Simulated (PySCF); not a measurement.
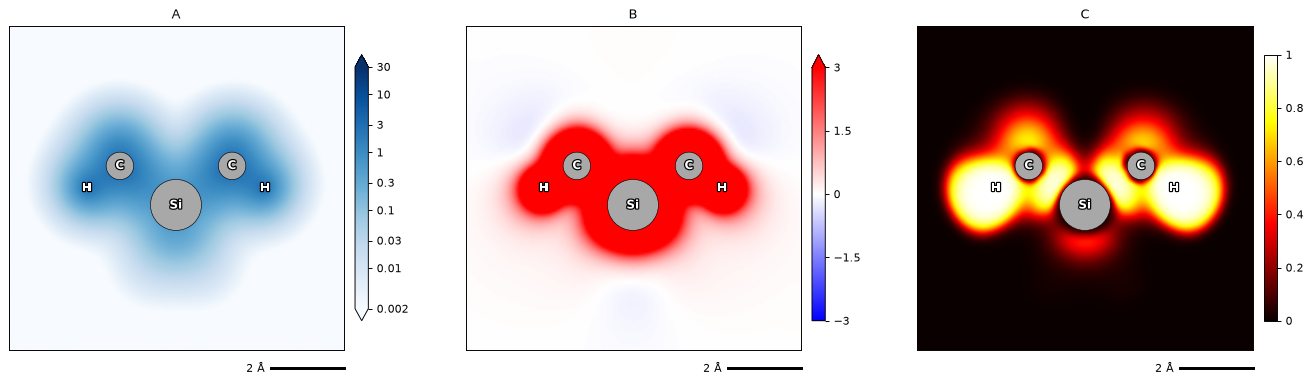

C3H10Si (SMILES C[SiH](C)C): 3 fields on the plane of atoms Si2, C3 and H11, with unlabelled colour scales. Grey discs cover the atomic cores.

Geometry: PBE0-D3(BJ)/def2-TZVP.

Level of theory: PBE0/pcSseg-2, SCF density, gas phase, non-relativistic (PySCF).

```xyz
14

C    -0.4187    1.6494   -0.5157
Si   -0.0887    0.0909    0.4700
C    -1.2281   -1.2883   -0.0858
C     1.7019   -0.4272    0.2786
H    -1.4553    1.9765   -0.4047
H    -0.2318    1.4815   -1.5801
H     0.2280    2.4669   -0.1872
H    -0.3503    0.3742    1.9136
H    -1.0940   -2.1808    0.5305
H    -1.0255   -1.5650   -1.1243
H    -2.2765   -0.9878   -0.0170
H     1.9480   -0.5923   -0.7741
H     2.3767    0.3416    0.6641
H     1.9063   -1.3539    0.8200
```

Which field does each panel show? The fields are: electron density, electron localisation function and electrostatic potential.

Panel A: electron density. Panel B: electrostatic potential (strongly positive close to the atoms and fading to about zero outside). Panel C: electron localisation function. From the grid: C–Si (1.87 Å): ρ at the midpoint is about 0.97 e/Å³; the ELF peaks at about 0.95 between the atoms: a shared electron pair. C–H (1.09 Å): ρ at the midpoint is about 1.9 e/Å³; the ELF climbs to about 1 towards the hydrogen, as it does in any bond to H; an ordinary covalent bond to hydrogen.
